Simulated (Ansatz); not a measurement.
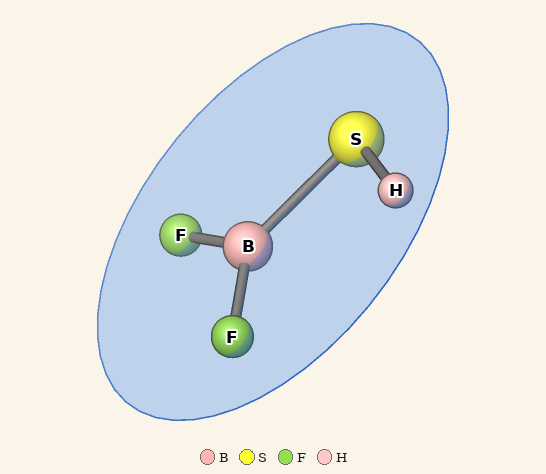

All proper rotation axes (lines) and mirror planes (discs) of the structure are drawn in. Distant atoms are faded towards the background colour. The computed structure is the end point of a PBE0-D4/def2-TZVP optimisation.

> Name the symmetry elements and the point group.

It has 1 mirror plane. Point group Cs. The group has 2 operations. The geometry is achiral, and symmetry allows a dipole moment.
